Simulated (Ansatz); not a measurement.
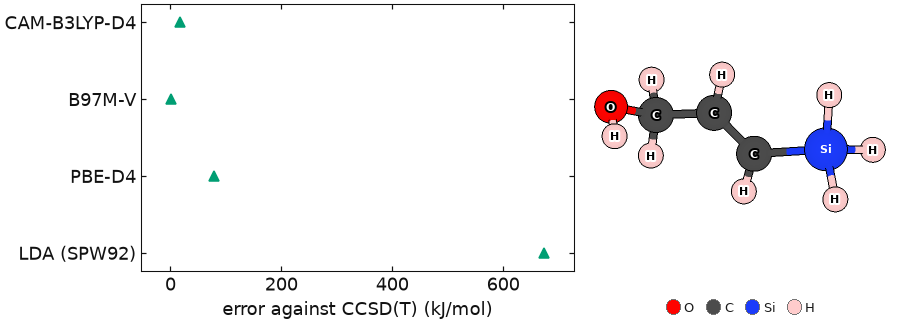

Error in the electronic atomisation energy (method less reference, so positive means overbinding) of C₃H₈OSi, SMILES OC/C=C/[SiH3]: functionals in def2-TZVPP against frozen-core CCSD(T) at the limit (MP2 extrapolated from triple and quadruple zeta, plus CCSD(T) less MP2 in a smaller set), which gives 4888.9 kJ/mol, at a PBE0-D4/def2-TZVP geometry (a minimum by its frequencies), no zero-point or spin-orbit term, the Ansatz code. The reference leaves out core correlation, a term that grows with the number of heavy atoms.

Question: Which of these levels overbind, and which underbind?

Answer: Overbind: PBE-D4 and LDA (SPW92). Underbind: none clearly. Within 25 kJ/mol of zero, too close to call in view of what the reference leaves out: CAM-B3LYP-D4 and B97M-V.

Question: What range do the values span?

Answer: From 1.4 kJ/mol (B97M-V) to 673.1 kJ/mol (LDA (SPW92)).

Limits of at least one run: one conformer of a flexible molecule.
